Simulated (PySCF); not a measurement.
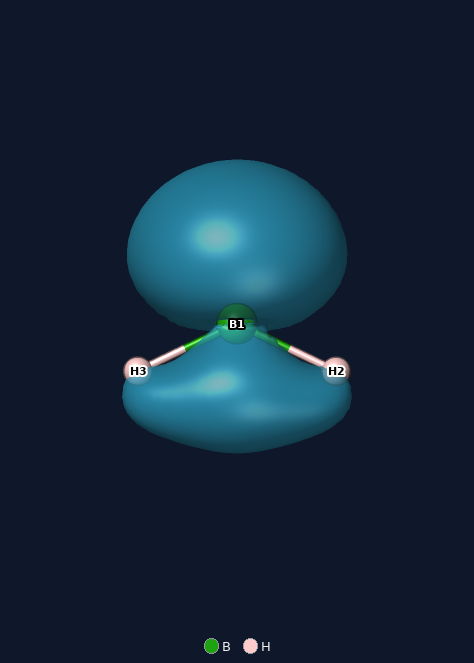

Figure 1: BH2, doublet, SMILES `[BH2]`. Spin density ρα − ρβ at ±0.03 e/Å³ (light blue: excess α, orange: excess β).

PySCF calculation, BP86/6-311G**, gas phase; geometry: GFN2-xTB. No frequency check shows the geometry to be a minimum. The stability of the open-shell solution wasn't checked. GFN2-xTB doesn't know the spin state, so this open-shell geometry is rough.

Coordinates in Å:

```
B1       0.0000    0.1443    0.0000
H2       1.0435   -0.3607    0.0000
H3      -1.0435   -0.3607    0.0000
```

Give the atomic spin populations that go with this picture.

Answer. Hirshfeld spin populations: B1 +0.85 and H2 and H3 +0.07. ⟨S²⟩ = 0.75, as for a pure state.
